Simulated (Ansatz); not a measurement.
Consider CH$_{5}$AlO···H$_{2}$.

```json
{"atom": "Al", "x (Å)": "-0.9719", "y (Å)": "-0.2769", "z (Å)": "-0.8169"}
{"atom": "H", "x (Å)": "0.4267", "y (Å)": "1.3114", "z (Å)": "-1.9414"}
{"atom": "H", "x (Å)": "-1.2108", "y (Å)": "-1.2352", "z (Å)": "-2.0470"}
{"atom": "H", "x (Å)": "-1.7798", "y (Å)": "1.0617", "z (Å)": "-0.5474"}
{"atom": "H", "x (Å)": "0.6950", "y (Å)": "0.6832", "z (Å)": "-2.2586"}
{"atom": "O", "x (Å)": "0.1159", "y (Å)": "-0.8233", "z (Å)": "0.3553"}
{"atom": "C", "x (Å)": "0.5784", "y (Å)": "-0.2871", "z (Å)": "1.5582"}
{"atom": "H", "x (Å)": "0.4209", "y (Å)": "-1.0004", "z (Å)": "2.3742"}
{"atom": "H", "x (Å)": "0.0721", "y (Å)": "0.6499", "z (Å)": "1.8267"}
{"atom": "H", "x (Å)": "1.6535", "y (Å)": "-0.0835", "z (Å)": "1.4967"}
```

The product side of a reaction path; geometry: PBE0-D4/def2-TZVP.

Computed with RKS PBE0-D4/def2-TZVPP (Ansatz 0.2.0).

Question: Predict the electron density and electron localisation function between the atoms.

Answer: C–O (1.40 Å): ρ at the midpoint is about 2.1 e/Å³, with its minimum of 1.8 e/Å³ about 0.5 Å from C; the ELF peaks at about 0.90 between the atoms: a shared but strongly polarised pair.
Al–O (1.69 Å): ρ at the midpoint is about 0.9 e/Å³; the ELF peaks at about 0.85 in the valence shell of O, 0.6 Å from its nucleus, and is about 0.45 at the midpoint.
C–H (1.10 Å): ρ at the midpoint is about 2 e/Å³; the ELF climbs to about 1 towards the hydrogen, as it does in any bond to H (a covalent bond by its length).
Al–H (1.58 Å): the density is about 0.57 e/Å³ at the midpoint; the ELF climbs to about 1 towards the hydrogen.

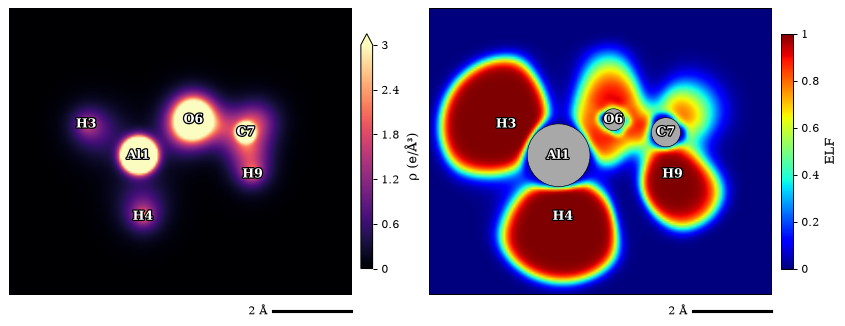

Computed electron density and electron localisation function on the plane of atoms H4, Al1 and O6, in this order. Grey discs cover the atomic cores in the ELF map. 
